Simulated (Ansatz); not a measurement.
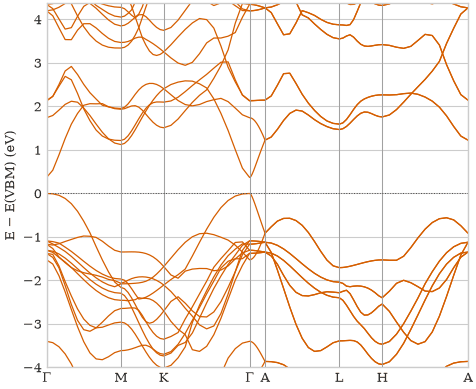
Figure. Band structure from plane-wave PAW PBE+D3(BJ) (Ansatz code)

### Question
Read off the gap and where the band edges lie.

### Answer
About 0.4 eV (0.37 eV by a search for the band edges); maximum at Γ, minimum at Γ.

### Question
Pick the material that matches.
A) MoS2, P6_3/mmc (Mo on 2d, S on 4f)
B) WS2, P6_3/mmc (W on 2c, S on 4f)
C) InSe, P6_3/mmc (In on 4f, Se on 4f)

### Answer
C, InSe, P6_3/mmc (In on 4f, Se on 4f)

The PBE+D3(BJ) relaxation kept the symmetry of its start. Scalar-relativistic: spin–orbit coupling is off unless named, which matters more the heavier the elements.

Potentials: the later of the program's two PAW sets.
